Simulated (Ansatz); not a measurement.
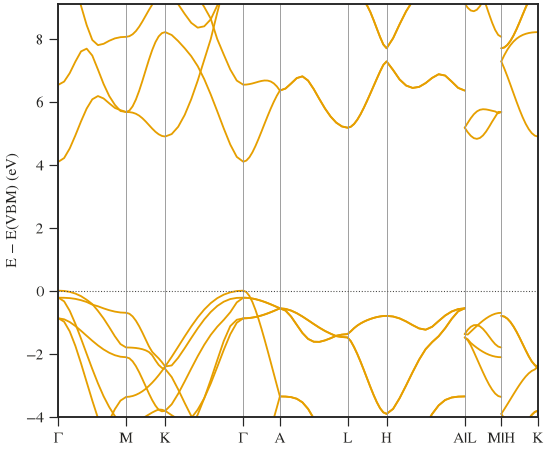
*Band structure from PBEsol in the plane-wave PAW code Ansatz*

### Question
Read off the gap and where the band edges lie.

### Answer
About 4.1 eV (4.09 eV by a search for the band edges); maximum at Γ, minimum at Γ.

The material is AlN (wurtzite, P6_3mc).

The PBEsol relaxation kept the symmetry of its start.

Potentials: the later of the program's two PAW sets.
